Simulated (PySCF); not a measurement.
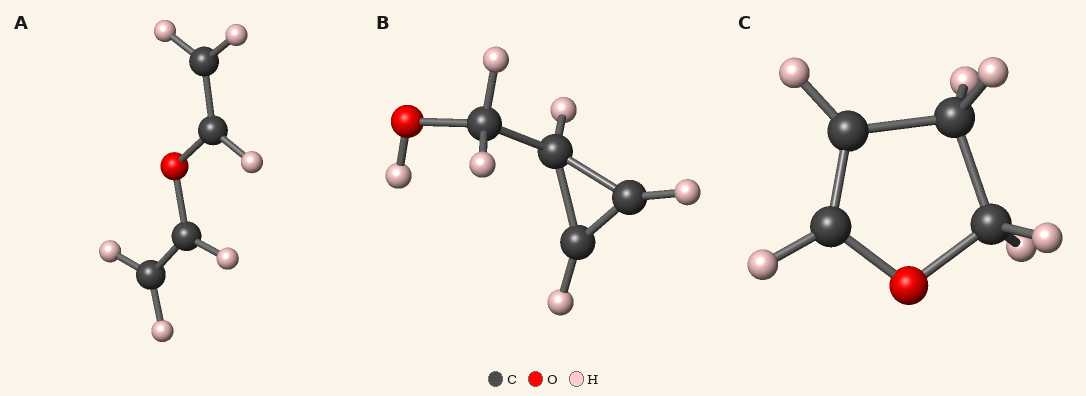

The picture comes from a calculation with PySCF.

```xyz
11
charge 0, multiplicity 1
C     0.8244   -0.8466   -0.1154
C     1.3509    0.3763   -0.2185
O     0.4752    1.3977   -0.1018
C    -0.8217    0.8293    0.1215
C    -0.6577   -0.7054    0.1081
H     1.3700   -1.7858   -0.1844
H     2.3863    0.6775   -0.3847
H    -1.1971    1.2080    1.0853
H    -1.4933    1.1937   -0.6713
H    -1.2498   -1.1789   -0.6939
H    -0.9874   -1.1658    1.0550
```

> Which picture belongs to the input above?

C. The file holds C4H6O, `C1=COCC1`.
